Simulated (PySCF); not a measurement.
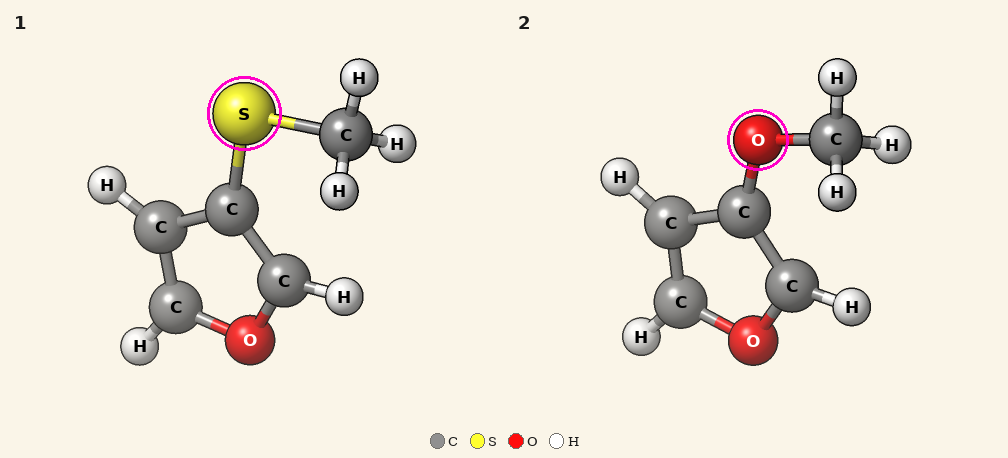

2 molecules with one skeleton, seen from the same side and at one scale; the atom that differs is circled. Each species is neutral and a spin singlet. Computed geometries: GFN2-xTB optimisations, one conformation each. Properties computed with PySCF 2.14.0.

One atom differs, called X below: S in panel 1, O in panel 2. Their formulas are C5H6OS (`CSc1ccoc1`), C5H6O2 (`COc1ccoc1`).

In which is the HOMO energy (Kohn–Sham orbital) higher (PBE0/pcSseg-1)?

In panel 1 (X = S).

In which is the mean GIAO shielding of the 2 C atoms bonded to X larger (PBE0/pcSseg-1)?

In panel 1 (X = S).

Give the values. With GFN2-xTB: angle C–X–C (°). With PBE0/pcSseg-1: dipole moment (D), HOMO energy (Kohn–Sham orbital) (eV), HOMO–LUMO gap (eV), Hirshfeld charge of X (e), mean GIAO shielding of the 2 C atoms bonded to X (ppm).

```
                                              quantity  1 (S)  2 (O)  2 − 1
                                       angle C–X–C (°)  100.9  115.6  +14.7
                                     dipole moment (D)   0.93   1.06  +0.13
                  HOMO energy (Kohn–Sham orbital) (eV)  −6.02  −6.30  −0.28
                                    HOMO–LUMO gap (eV)   6.30   6.78  +0.48
                             Hirshfeld charge of X (e)   0.02  −0.12  −0.14
mean GIAO shielding of the 2 C atoms bonded to X (ppm)  111.2   78.0  −33.2
```
